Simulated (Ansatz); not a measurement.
Y3Ti

```
CELL_PARAMETERS angstrom
4.81836 0.00000 0.00000
0.00000 4.81836 0.00000
0.00000 0.00000 4.81836
ATOMIC_POSITIONS crystal
Y 0.00000 0.50000 0.50000
Y 0.50000 0.00000 0.50000
Y 0.50000 0.50000 0.00000
Ti 0.00000 0.00000 0.00000
```

Space group Pm-3m; started from the Cu3Au (L1_2)_221 prototype, which need not be the ambient phase; computed without spin polarisation.

These are results of DFT PBE, scalar-relativistic, plane waves, PAW (Ansatz 0.2.0), not measurements.

What can the converged valence pseudo-density and electron localisation function tell about the bonding?

Answer. Y–Ti (3.41 Å): ρ is about 0.12 e/Å³ halfway; the ELF is about 0.30 at the midpoint: no shared electron pair shows on this line.
The ELF has a maximum of about 0.70 in the space between the atoms, 2.4 Å from six Ti and Y atoms, on no atom or two-centre bond.

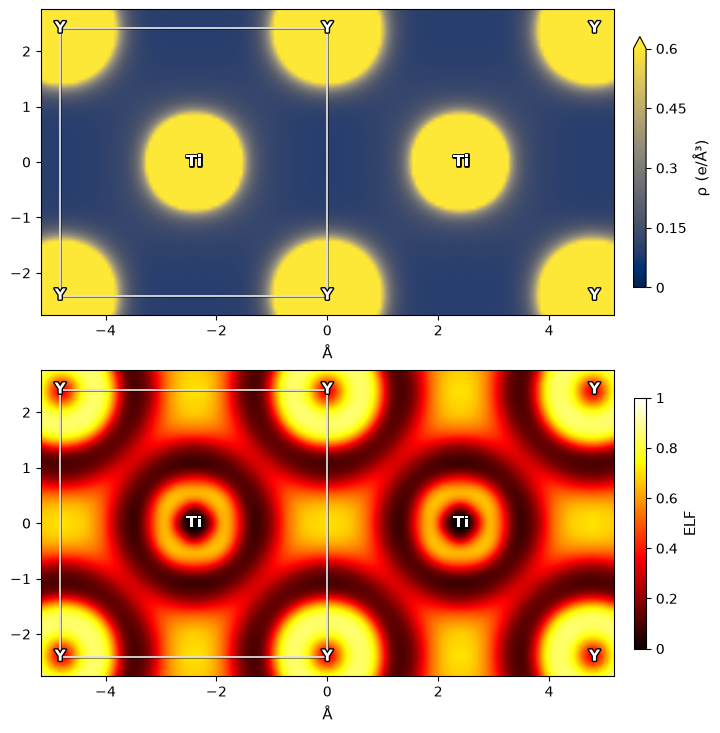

Computed valence pseudo-density and electron localisation function on the (100) plane of the conventional cell, in this order. 

The density is the valence pseudo-density of a PAW calculation; it isn't the true density close to the nuclei.
